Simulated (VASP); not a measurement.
Band structure of PbF2 (fluorite). These are PW91 GGA, VASP's PBE PAW potentials (set 64) (plane waves; VASP) values and carry that method's errors.

Unless said otherwise, spin-orbit coupling is left out, though it shifts the bands of the heavy elements here.

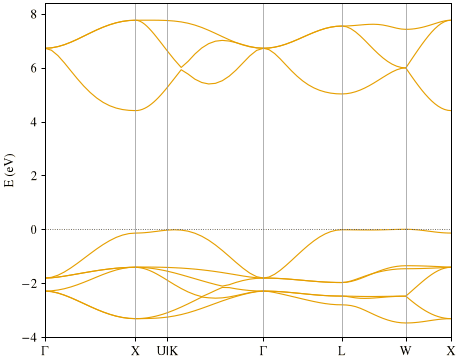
Figure. Bands along high-symmetry lines, zero at the valence-band maximum or, without a gap, the Fermi level

**Question.** Read the plot: is there a gap, and where are the band edges?

**Answer.** The gap is indirect, 4.41 eV, from the valence maximum at W to the conduction minimum at X. (Edges off the drawn lines would not show.)

The compound is PbF2 in the fluorite structure, the β form. It was relaxed first.
